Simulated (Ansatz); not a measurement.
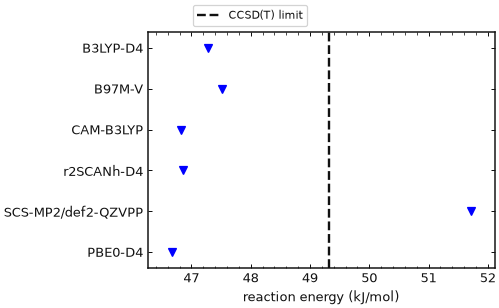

Electronic reaction energy of B₂H₄S (BSB) + CH₆Si (C[SiH3]) → CH₇BSi (BC[SiH3]) + BH₃S (BS) (SMILES in brackets) at several levels (functionals in def2-TZVPP unless a basis is named), isolated molecules at PBE0-D4 triple-zeta geometries, minima by their frequencies, no zero-point or thermal terms, the Ansatz code 0.2.0. The line is frozen-core CCSD(T) at the basis limit (MP2 extrapolated from triple and quadruple zeta, plus CCSD(T) less MP2 in a smaller set). No dispersion term is added to CAM-B3LYP. The distance of SCS-MP2/def2-QZVPP to the limit includes basis error.

What range do the values span, the line included?

From 46.7 kJ/mol (PBE0-D4) to 51.7 kJ/mol (SCS-MP2/def2-QZVPP).

Give the values.

```csv
level,kJ/mol,less CCSD(T) limit
B3LYP-D4,47.3,−2.0
B97M-V,47.5,−1.8
CAM-B3LYP,46.8,−2.5
r2SCANh-D4,46.9,−2.5
SCS-MP2/def2-QZVPP,51.7,2.4
PBE0-D4,46.7,−2.7
CCSD(T) limit,49.3,0.0
```
